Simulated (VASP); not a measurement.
Band structure of MoSeS. Level of theory: PBEsol GGA, VASP's PBE PAW potentials (set 64) (plane waves; VASP).

The cell holds a wide vacuum, so values per volume refer to the whole cell.

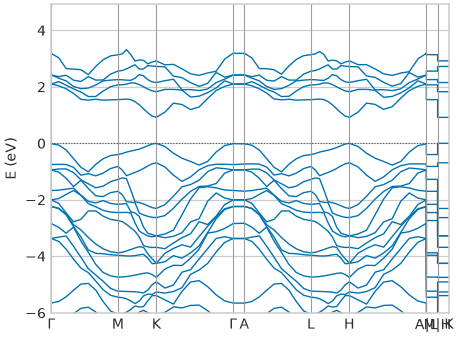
Bands along high-symmetry lines, zero at the valence-band maximum or, without a gap, the Fermi level

Question: Read the plot: is there a gap, and where are the band edges?

Answer: The gap is direct, 0.92 eV, from the valence maximum at K to the conduction minimum at K. (Edges off the drawn lines would not show.)

The cell is a sheet with vacuum, built from a database entry that may be metastable or hypothetical.
